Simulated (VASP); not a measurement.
Energy against volume of MgO (rock salt). All values below come from revPBE GGA, VASP's PBE PAW potentials (set 64) (plane waves; VASP).

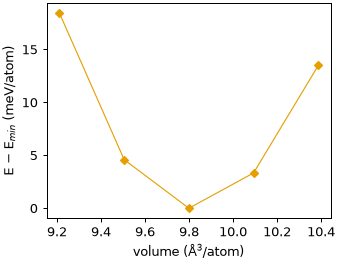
*Energy against volume*

**Question.** Estimate the equilibrium volume and the bulk modulus.

**Answer.** The minimum lies near 9.8 Å³/atom, and the curvature gives B0 of about 140 GPa.

Measured: bulk modulus 170 GPa at 0 K (computed value off by -15.8 %), as given by Daniel Mejia-Rodriguez et al., Physical Review B (2018), arXiv:1807.09216 [0 K value with the zero-point phonon effect removed]; a 4.189 Å at 0 K (computed value off by +2.2 %), as given by Daniel Mejia-Rodriguez et al., Physical Review B (2018), arXiv:1807.09216 [static lattice: zero-point anharmonic expansion removed].

The compound is MgO in the rock salt structure. It was relaxed first, which changed the volume by +5 %.
